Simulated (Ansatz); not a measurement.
**Pressure series in Ba2TaBiO6**

The reference is Ba2TaBiO6 (space group R-3, No. 148; a = 6.072 Å, c = 14.589 Å (hexagonal axes); a cell from a computed database, its experimental status unchecked).

Cell and atoms are relaxed at each pressure.

Level of theory: PBEsol (Ansatz, a quantum-chemistry and plane-wave program), no spin-orbit coupling.

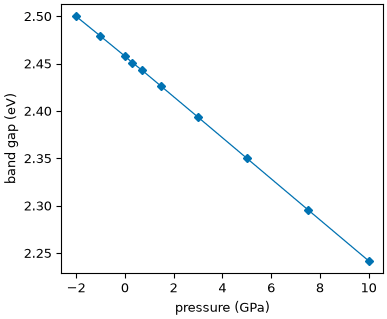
*Band gap against pressure*

```json
[
 {"pressure (GPa)": "-2", "band gap": "2.50 eV"},
 {"pressure (GPa)": "-1", "band gap": "2.48 eV"},
 {"pressure (GPa)": "0.3", "band gap": "2.45 eV"},
 {"pressure (GPa)": "0.7", "band gap": "2.44 eV"},
 {"pressure (GPa)": "1.5", "band gap": "2.43 eV"},
 {"pressure (GPa)": "3", "band gap": "2.39 eV"},
 {"pressure (GPa)": "5", "band gap": "2.35 eV"},
 {"pressure (GPa)": "7.5", "band gap": "2.30 eV"},
 {"pressure (GPa)": "10", "band gap": "2.24 eV"}
]
```

Spin-orbit coupling, missing from the scalar runs, can matter with Bi and Ta. Load acts through the strain it causes; cell and atoms are relaxed under it. Whether these cells are dynamically stable was not tested. Competing high-pressure phases were not computed.
